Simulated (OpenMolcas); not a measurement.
## Hf: multiconfigurational calculation (part 2 of 2)

The same run, continued: Hf. Method: state-averaged CASSCF, active space 4 electrons in the shells 5d 6s, basis ANO-RCC-VDZP, DKH3 scalar Hamiltonian, spin-orbit coupling by RASSI with atomic mean-field integrals (OpenMolcas).

**Log (extracts), continued**
```
--- RASSI ---
SPIN-FREE ENERGIES:
  (Shifted by EMIN (a.u.) =     -15076.0452518713)

 SF State       Relative EMIN(au)   Rel lowest level(eV)    D:o, cm**(-1)      L_eff

    11             0.0000000000        0.0000000000              0.0000         3.0
    12             0.0000000000        0.0000000000              0.0000         3.0
    13             0.0000000000        0.0000000000              0.0000         3.0
    14             0.0000000000        0.0000000000              0.0000         3.0
    15             0.0000000000        0.0000000000              0.0000         3.0
    16             0.0000000000        0.0000000000              0.0000         3.0
    17             0.0000000000        0.0000000000              0.0000         3.0
    18             0.0127271592        0.3463236456           2793.2886         1.0
    19             0.0127271592        0.3463236456           2793.2886         1.0
    20             0.0127271592        0.3463236456           2793.2886         1.0
    30             0.0199908935        0.5439799242           4387.4940         2.0
    31             0.0199908935        0.5439799242           4387.4940         2.0
    32             0.0199908935        0.5439799242           4387.4940         2.0
    33             0.0199908935        0.5439799242           4387.4940         2.0
    34             0.0199908935        0.5439799242           4387.4940         2.0
     6             0.0376402520        1.0242434361           8261.0804         3.0
     7             0.0376402520        1.0242434361           8261.0804         3.0
     1             0.0376402520        1.0242434361           8261.0804         3.0
     2             0.0376402520        1.0242434361           8261.0804         3.0
     3             0.0376402520        1.0242434361           8261.0804         3.0
     4             0.0376402520        1.0242434361           8261.0804         3.0
     5             0.0376402520        1.0242434361           8261.0804         3.0
    35             0.0385000696        1.0476402642           8449.7886         4.0
    36             0.0385000696        1.0476402642           8449.7886         4.0
    37             0.0385000696        1.0476402642           8449.7886         4.0
    38             0.0385000696        1.0476402642           8449.7886         4.0
    39             0.0385000696        1.0476402642           8449.7886         4.0
    40             0.0385000696        1.0476402642           8449.7886         4.0
    41             0.0385000696        1.0476402642           8449.7886         4.0
    42             0.0385000696        1.0476402642           8449.7886         4.0
    43             0.0385000696        1.0476402642           8449.7886         4.0
    10             0.0729478117        1.9850110788          16010.1941         1.0
     8             0.0729478117        1.9850110788          16010.1941         1.0
     9             0.0729478117        1.9850110788          16010.1941         1.0
    23             0.0903746132        2.4592185075          19834.9349         4.0
    24             0.0903746132        2.4592185075          19834.9349         4.0
    25             0.0903746132        2.4592185075          19834.9349         4.0
    26             0.0903746132        2.4592185075          19834.9349         4.0
    27             0.0903746132        2.4592185075          19834.9349         4.0
    28             0.0903746132        2.4592185075          19834.9349         4.0
Eigenvalues of complex Hamiltonian:
   -----------------------------------
  (Shifted by EMIN (a.u.) =     -15076.0452518713)

 SO State       Relative EMIN(au)   Rel lowest level(eV)    D:o, cm**(-1)     J-value

     1            -0.0119898378        0.0000000000              0.0000         1.8
     2            -0.0119898378        0.0000000000              0.0000         1.0
     3            -0.0119898378        0.0000000000              0.0000         1.1
     4            -0.0119898378        0.0000000000              0.0000         1.9
     5            -0.0119898378        0.0000000000              0.0000         1.8
     6            -0.0025437672        0.2570406767           2073.1729         2.8
     7            -0.0025437672        0.2570406767           2073.1729         2.8
     8            -0.0025437672        0.2570406767           2073.1729         2.4
     9            -0.0025437672        0.2570406767           2073.1729         1.4
    10            -0.0025437672        0.2570406767           2073.1729         1.4
    11            -0.0025437672        0.2570406767           2073.1729         2.5
    12            -0.0025437672        0.2570406767           2073.1729         2.8
    13             0.0068868712        0.5136614196           4142.9587         3.8
    14             0.0068868712        0.5136614196           4142.9587         3.7
    15             0.0068868712        0.5136614196           4142.9587         1.7
    16             0.0068868712        0.5136614196           4142.9587         1.8
    17             0.0068868712        0.5136614196           4142.9587         3.0
    18             0.0068868712        0.5136614196           4142.9587         3.5
    19             0.0068868712        0.5136614196           4142.9587         3.0
    20             0.0068868712        0.5136614195           4142.9587         3.7
    21             0.0068868712        0.5136614195           4142.9587         3.8
    22             0.0075434680        0.5315283280           4287.0651         0.0
    23             0.0099258875        0.5963572656           4809.9457         1.0
    24             0.0099258875        0.5963572656           4809.9457         0.6
    25             0.0099258875        0.5963572656           4809.9457         0.6
    26             0.0104540985        0.6107306202           4925.8747         1.5
    27             0.0104540985        0.6107306201           4925.8747         1.8
    28             0.0104540985        0.6107306202           4925.8747         1.3
    29             0.0104540985        0.6107306202           4925.8747         1.8
    30             0.0104540985        0.6107306202           4925.8747         1.3
    31             0.0263261117        1.0426301012           8409.3789         1.3
    32             0.0263261117        1.0426301012           8409.3789         1.0
    33             0.0263261117        1.0426301012           8409.3789         1.8
    34             0.0263261117        1.0426301012           8409.3789         1.8
    35             0.0263261117        1.0426301012           8409.3789         1.8
    36             0.0270115445        1.0612816783           8559.8140         0.6
    37             0.0270115445        1.0612816783           8559.8140         0.8
    38             0.0270115445        1.0612816783           8559.8140         0.8
    39             0.0296736019        1.1337199499           9144.0681         1.7
    40             0.0296736019        1.1337199499           9144.0681         1.6
    41             0.0296736019        1.1337199499           9144.0681         1.8
Weights of the five most important spin-orbit-free states for each spin-orbit state.

 SO State  Total energy (au)           Spin-free states, spin, and weights
 -------------------------------------------------------------------------------------------------------
    1        -0.011990      17 1.0  0.3303   16 1.0  0.3233   14 1.0  0.2013   32 0.0  0.0472   13 1.0  0.0311
    2        -0.011990      15 1.0  0.3172   13 1.0  0.2686   14 1.0  0.1244   16 1.0  0.1119   11 1.0  0.0473
    3        -0.011990      15 1.0  0.3126   13 1.0  0.2637   16 1.0  0.1341   14 1.0  0.1123   17 1.0  0.0527
    4        -0.011990      12 1.0  0.2983   11 1.0  0.2414   17 1.0  0.2250   16 1.0  0.0780   13 1.0  0.0742
    5        -0.011990      12 1.0  0.3298   11 1.0  0.3081   14 1.0  0.2198   31 0.0  0.0482   13 1.0  0.0316
    6        -0.002544      17 1.0  0.5859   12 1.0  0.1809   15 1.0  0.0624   14 1.0  0.0515   13 1.0  0.0489
    7        -0.002544      16 1.0  0.5455   14 1.0  0.1480   13 1.0  0.0985   12 1.0  0.0776   11 1.0  0.0721
    8        -0.002544      17 1.0  0.2379   16 1.0  0.2250   15 1.0  0.1554   12 1.0  0.1307   13 1.0  0.1104
    9        -0.002544      15 1.0  0.6439   14 1.0  0.1889   11 1.0  0.0720   17 1.0  0.0296   16 1.0  0.0261
   10        -0.002544      13 1.0  0.5477   11 1.0  0.1376   14 1.0  0.1312   16 1.0  0.1068   12 1.0  0.0369
   11        -0.002544      12 1.0  0.5358   14 1.0  0.2346   13 1.0  0.0991   15 1.0  0.0687   11 1.0  0.0294
   12        -0.002544      11 1.0  0.5420   14 1.0  0.2153   17 1.0  0.0973   13 1.0  0.0765   16 1.0  0.0418
```

**Spin-orbit levels, grouped by J and assigned**

| Configuration | Level | E (cm⁻¹) | LS purity (%) | Landé g |
| --- | --- | --- | --- | --- |
| 5d² 6s² | ³F₂ | 0 | 94 | 0.689 |
| 5d² 6s² | ³F₃ | 2,073 | 100 | 1.084 |
| 5d² 6s² | ³F₄ | 4,143 | 98 | 1.245 |
| 5d² 6s² | ³P₀ | 4,287 | 100 | – |
| 5d² 6s² | ³P₁ | 4,810 | 100 | 1.505 |
| 5d² 6s² | ³P₂ | 4,926 | 70 | 1.345 |
| 5d² 6s² | ¹D₂ | 8,409 | 68 | 1.136 |
| 5d³ 6s | ⁵F₁ | 8,560 | 100 | -0.002 |
| 5d³ 6s | ⁵F₂ | 9,144 | 100 | 1.000 |
| 5d³ 6s | ⁵F₃ | 9,994 | 100 | 1.249 |
| 5d³ 6s | ⁵F₄ | 11,060 | 92 | 1.323 |
| 5d² 6s² | ¹G₄ | 11,240 | 91 | 1.030 |
| 5d³ 6s | ⁵F₅ | 12,330 | 97 | 1.395 |
| 5d³ 6s | ⁵P₁ | 17,810 | 100 | 2.500 |

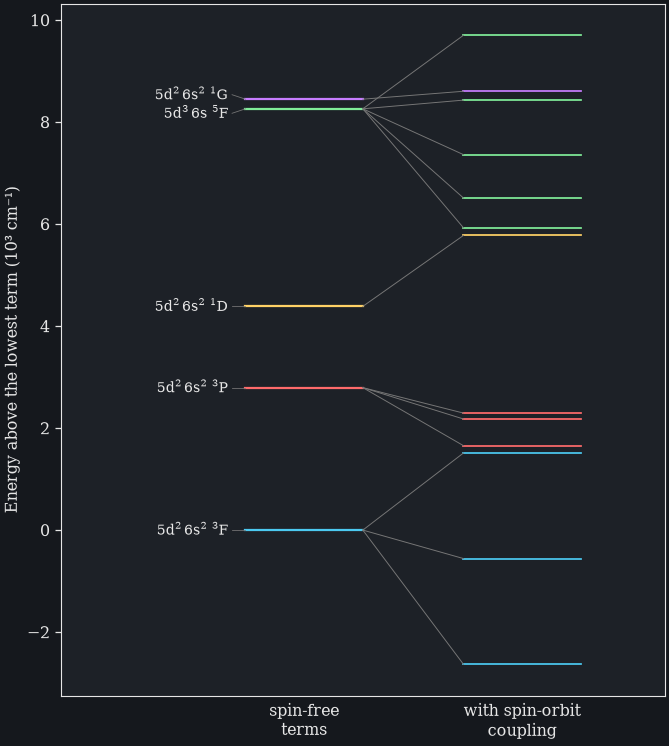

Fig. 1: Terms of Hf I (neutral hafnium) without and with spin-orbit coupling; the J values are left off. 5d² 6s² ³F (at 0) splits over 4,140 cm⁻¹ into J = 2, 3, 4 from the bottom up (normal); 5d² 6s² ³P (at 2,790 cm⁻¹) splits over 639 cm⁻¹ into J = 0, 1, 2 from the bottom up (normal); 5d² 6s² ¹D (at 4,390 cm⁻¹) gives the one level J = 2; 5d³ 6s ⁵F (at 8,260 cm⁻¹) splits over 3,770 cm⁻¹ into J = 1, 2, 3, 4, 5 from the bottom up (normal); 5d² 6s² ¹G (at 8,450 cm⁻¹) gives the one level J = 4. The ground level lies 2,630 cm⁻¹ below the lowest term.

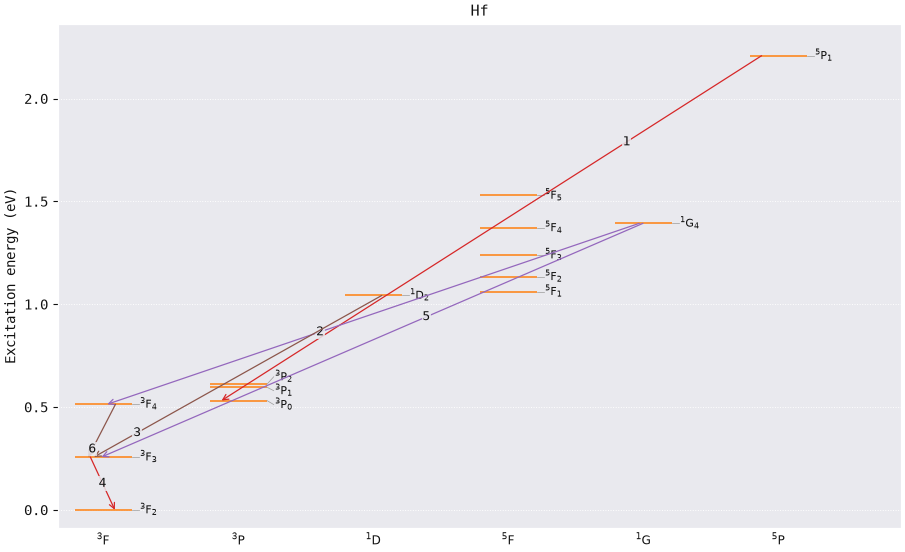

Fig. 2: Levels of the Hf atom with 6 numbered transitions. Rates are at computed energies.

```tsv
No.	Upper	Lower	Type	λ (vacuum)	A (s⁻¹)
1	5d³ 6s ⁵P₁	5d² 6s² ³P₀	M1	739 nm	0.16
2	5d² 6s² ¹G₄	5d² 6s² ³F₄	M1	1410 nm	0.22
3	5d² 6s² ¹D₂	5d² 6s² ³F₃	M1	1580 nm	0.27
4	5d² 6s² ³F₃	5d² 6s² ³F₂	M1	4.82 µm	0.22
5	5d² 6s² ¹G₄	5d² 6s² ³F₃	M1	1090 nm	0.30
6	5d² 6s² ³F₄	5d² 6s² ³F₃	M1	4.83 µm	0.18
```

Line 5 has the largest rate; it falls in the infrared region.

**Input**
```
&GATEWAY
Coord
1

Hf 0.0 0.0 0.0
Basis=ANO-RCC-VDZP
Group=XYZ
NoMove
AngMom=0.0 0.0 0.0
AMFI
&SEWARD
Relativistic=R03O02
&RASSCF
FileOrb=start.orb
Symmetry=1
Spin=5
nActEl=4 0 0
Inactive=15 19
Ras2=6 0
CIRoot=10 10 1
SDav=15
CIMx=300
Iter=120 100
PrWF=0.3
OrbListing=Nothing
MaxOrb=0
Atom
>>> COPY $Project.JobIph JOB001
&RASSCF
FileOrb=start.orb
Symmetry=1
Spin=3
nActEl=4 0 0
Inactive=15 19
Ras2=6 0
CIRoot=105 105 1
SDav=105
CIMx=300
Iter=120 100
PrWF=0.3
OrbListing=Nothing
MaxOrb=0
Atom
CIOnly
>>> COPY $Project.JobIph JOB002
&RASSCF
FileOrb=start.orb
Symmetry=1
Spin=1
nActEl=4 0 0
Inactive=15 19
Ras2=6 0
CIRoot=105 105 1
SDav=105
CIMx=300
Iter=120 100
PrWF=0.3
OrbListing=Nothing
MaxOrb=0
Atom
CIOnly
>>> COPY $Project.JobIph JOB003
&RASSI
NrOfJobIphs=3 10 19 14
1 2 3 4 5 6 7 8 9 10
1 2 3 4 5 6 7 8 9 10 11 12 13 14 15 16 17 18 19
1 2 3 4 5 6 7 8 9 10 11 12 13 14
IphNames
JOB001
JOB002
JOB003
EJob
SpinOrbit
DIPRint=1.0
SOCoupling=1000.0
Subsets=2
MEES
Property=10
'ANGMOM' 1 'ANGMOM' 2 'ANGMOM' 3 'MLTPL  1' 1 'MLTPL  1' 2 'MLTPL  1' 3
'AMFI' 1 'AMFI' 2 'AMFI' 3 'MLTPL  2' 6
SOProperty=3
'ANGMOM' 1 'ANGMOM' 2 'ANGMOM' 3
```

The file start.orb holds starting orbitals from an earlier step. A driver script formed the levels outside the program, from RASSI's spin-orbit matrix and the active-space energies, averaged over the components of each term or state.

Launched with:
```bash
OMP_NUM_THREADS=1 MOLCAS_MEM=2252 MOLCAS_PROJECT=a pymolcas a.inp > a.log  # once for each step of the input, in one work folder
```

**Key numbers**

- outcome: converged
- lowest level: 5d² 6s² ³F₂
- first excited level: 5d² 6s² ³F₃, 2,073 cm⁻¹ (measured: 2,357)
- energy of the lowest spin-free term: −15076.04525 hartree
- energy of the lowest spin-orbit level: −15076.05724 hartree
- largest spread among components of a term: 0.0 cm⁻¹
- hardware: 1 thread of Arm Neoverse V2, 24 GiB of memory available, shared host
- wall time: 22 s

**Remarks**

Against measured levels the run misses widely: 5d2 6s2 1D J = 2 comes out at 8,409 cm⁻¹ where 5,639 cm⁻¹ is measured. Without dynamic correlation the gaps between configurations can be off by an electronvolt or more. Limits: single d shell misplaces d against s configurations; some levels are strong mixtures of terms (leading term under 70 %); spin-free states above about 23,000 cm⁻¹ are left out of the spin-orbit step; only configurations of the active space are included.
